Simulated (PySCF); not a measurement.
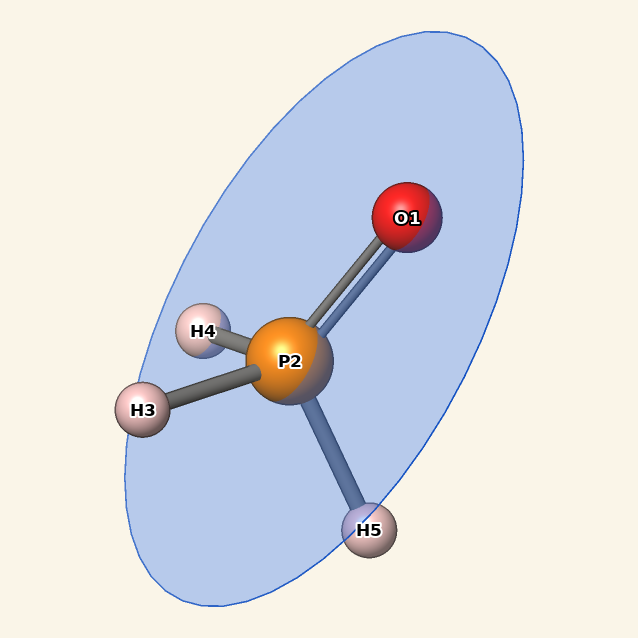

A disc through the centre of mass is drawn in. Distant atoms are faded towards the background colour. Computed geometry: PBE0-D3(BJ)/def2-TZVP optimisation. No frequency run is at hand to confirm it as a minimum.

Q: Is the plane of the disc a mirror plane of the structure?

A: Yes. The reflection leaves O1, P2, H4 in place and moves H3 ↔ H5. The point group is C3v.
